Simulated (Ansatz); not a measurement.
**HF/STO-3G run of BF (SMILES [B]F)**

Aim: the electronic atomisation energy of BF at HF/STO-3G, from 3 runs. 

The calculation is run with Ansatz 0.2.0.

35 further runs of the same task are left out: 1 that didn't finish, 34 set aside as unsound or not needed.

### Step 1. The molecule

The species is BF (2 atoms), meant as a singlet with charge 0. As SMILES, `[B]F`. The shape is that of a PBE0-D4/def2-TZVP optimisation.

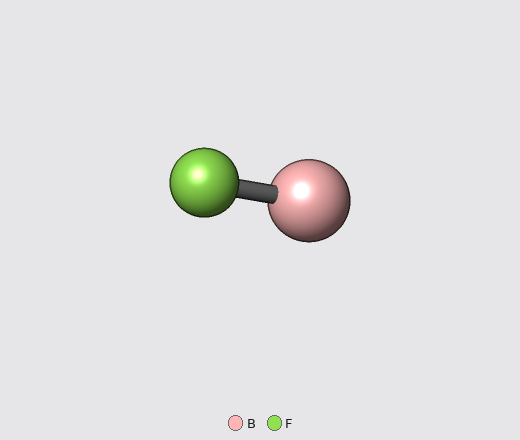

Viewed from a chosen angle; boron pink, fluorine green.

### Step 2. The energy at HF/STO-3G

Contents of input.yaml:

```yaml
crystal:
  periodic: [false, false, false]
  atoms:
    - {symbol: B, position_ang: [0.000000, -0.000000, -0.009350]}
    - {symbol: F, position_ang: [-0.000000, 0.000000, 1.253740]}
basis:
  gaussian: {orbitals: STO-3G}
hamiltonian: {xc: hf}
accuracy: high
```

Started as:

```console
$ ansatz run input.yaml --threads 1 --pin off --max-ram 3480MiB --events-out events.jsonl --progress --plain --runs-dir runs
```

What it wrote:

```text
Warning: RAYON_NUM_THREADS=1 ignored (pool sized by the plan → 1); use --threads N
Functional definition: HF
  name "HF"
  exchange = exact_x
  correlation = 0
149 factors; integrals over basis functions are off by at most 3.9e-8 eV
mean field evaluation 1: about -3328.7855 eV, gradient 1.3e1 eV
mean field evaluation 2: about -3328.8130 eV, gradient 1.3e1 eV
mean field evaluation 4: about -3329.4788 eV, gradient 5.8e-1 eV
mean field evaluation 8: about -3329.4800 eV, gradient 1.6e-6 eV
mean field -3329.48003742 eV, -122.3561345724 hartree, gradient 7.8e-8 eV, S^2 0.000000; 0 other end points of the search recorded, 0 dependent functions left out
reference -3329.48003742 eV, -122.3561345724 hartree; 7, 7 occupied and 3, 3 virtual orbitals, 149 factors
Total energy: -3329.48003742 eV, -122.3561345724 hartree
```

It took 0.04 s on 1 thread of Intel Xeon 6975P-C (Granite Rapids), shared host.

### Step 3. The B atom, same level

Contents of job.yaml:

```yaml
crystal:
  periodic: [false, false, false]
  atoms:
    - {symbol: B, position_ang: [0.000000, 0.000000, 0.000000]}
basis:
  gaussian: {orbitals: STO-3G}
magnetization: {spin_polarized: true, initial_magnetization: 1}
hamiltonian: {xc: hf}
accuracy: high
```

Run the same way, it converges to -24.14899 Eh (log not shown).

### Step 4. The F atom, same level

Contents of in.yaml:

```yaml
crystal:
  periodic: [false, false, false]
  atoms:
    - {symbol: F, position_ang: [0.000000, 0.000000, 0.000000]}
basis:
  gaussian: {orbitals: STO-3G}
magnetization: {spin_polarized: true, initial_magnetization: 1}
hamiltonian: {xc: hf}
accuracy: high
```

Run the same way, it converges to -97.98651 Eh (log not shown).

### Step 5. Results

Level: HF/STO-3G.

```
                     quantity          value
       molecule: total energy  -122.35613 Eh
         B atom: total energy   -24.14899 Eh
                 B atom: ⟨S²⟩          0.750
         F atom: total energy   -97.98651 Eh
                 F atom: ⟨S²⟩          0.750
electronic atomisation energy       6.004 eV
```

What this shows: Taking the molecule apart into free atoms costs 6.00 eV (138 kcal/mol), before zero-point energy and without spin-orbit coupling. Hartree–Fock lacks the correlation of the bonding pairs, which as a rule makes this value much too low; in minimal bases other errors can mask that. In a minimal basis such a difference can be off by several eV, whatever the method.
